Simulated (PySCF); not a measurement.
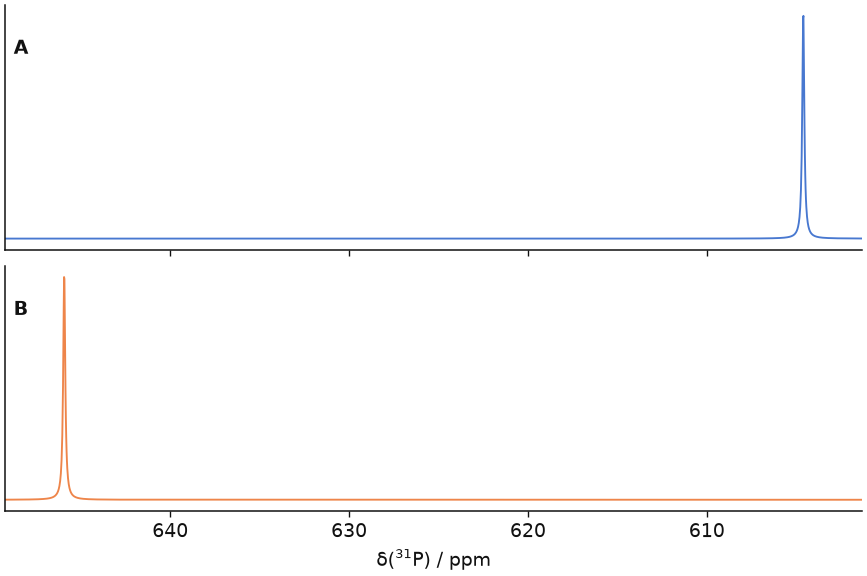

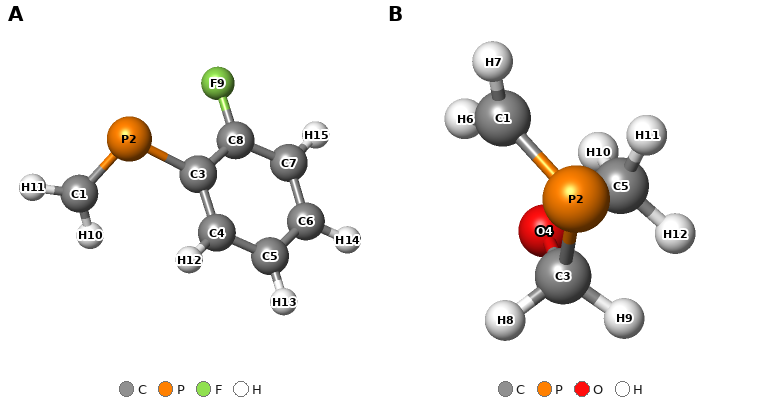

Related molecules: A is C₇H₆FP, SMILES C=Pc1ccccc1F; B is C₃H₇OP, SMILES C=PCOC. GIAO ³¹P shifts against PH₃ (³¹P: the usual scale starts at 85 % H₃PO₄ instead), PBE0/pcSseg-1 with PySCF, at a GFN2-xTB geometry (no frequency check); fully decoupled, line heights follow the number of nuclei within a panel, widths are arbitrary (no quadrupolar broadening); values of one conformer, averaged over nuclei that symmetry or rotation about single bonds exchange, these motions taken as fast; other conformers aren't averaged in.

> How does the ³¹P shift respond?

From A (604.6 ppm) to B (645.9 ppm) the nucleus is deshielded by 41.3 ppm.

Limits of at least one run: the tight-binding geometry is rougher than a DFT one and adds to the error.
